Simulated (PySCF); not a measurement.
System: C₇H₁₄O₂Si (SMILES COCC(=O)/C=C/[SiH](C)C).

```xyz
24

C    -3.4078    1.0996   -0.4277
O    -3.2672    0.2324    0.6715
C    -3.0364   -1.1029    0.2954
C    -1.6603   -1.3637   -0.3183
O    -1.5043   -2.2295   -1.1523
C    -0.5739   -0.5209    0.2036
C     0.6556   -0.5611   -0.3140
Si    2.1366    0.4545    0.2734
C     3.5058   -0.7586    0.7978
C     2.7375    1.5213   -1.1838
H    -4.2451    0.7942   -1.0670
H    -3.6069    2.0875   -0.0176
H    -2.4956    1.1340   -1.0349
H    -3.8094   -1.4625   -0.4000
H    -3.0995   -1.6903    1.2183
H    -0.8316    0.1363    1.0211
H     0.7978   -1.2519   -1.1396
H     1.7290    1.3019    1.4056
H     3.1770   -1.4010    1.6094
H     3.8045   -1.3994   -0.0274
H     4.3902   -0.2269    1.1364
H     2.9847    0.9090   -2.0467
H     3.6274    2.0826   -0.9157
H     1.9803    2.2351   -1.4943
```

Geometry: GFN2-xTB.

All numbers below come from PBE0/pcSseg-1, SCF density, gas phase, non-relativistic (PySCF 2.14.0).

> What can the converged electron density and electron localisation function tell about the bonding?

C–O (1.21 Å): ρ at the midpoint is about 3.3 e/Å³; the ELF peaks at about 0.85 between the atoms: a multiple bond.
C–C (1.33 Å): the density is about 2.3 e/Å³ at the midpoint; the ELF peaks at about 0.95 between the atoms: a multiple bond.
C–Si (1.89 Å): ρ at the midpoint is about 0.93 e/Å³; the ELF peaks at about 1 between the atoms, as expected for localised, covalent bonding.
C–H (1.08 Å): ρ at the midpoint is about 2.1 e/Å³; the ELF climbs to about 1 towards the hydrogen, as it does in any bond to H: a covalent bond by its length.

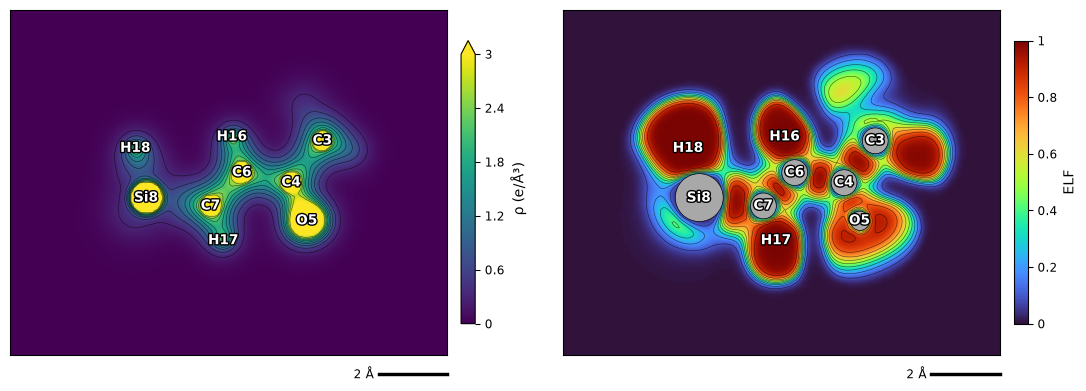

Computed electron density and electron localisation function on the plane of atoms Si8, C7 and H17, in this order. Grey discs cover the atomic cores in the ELF map. 
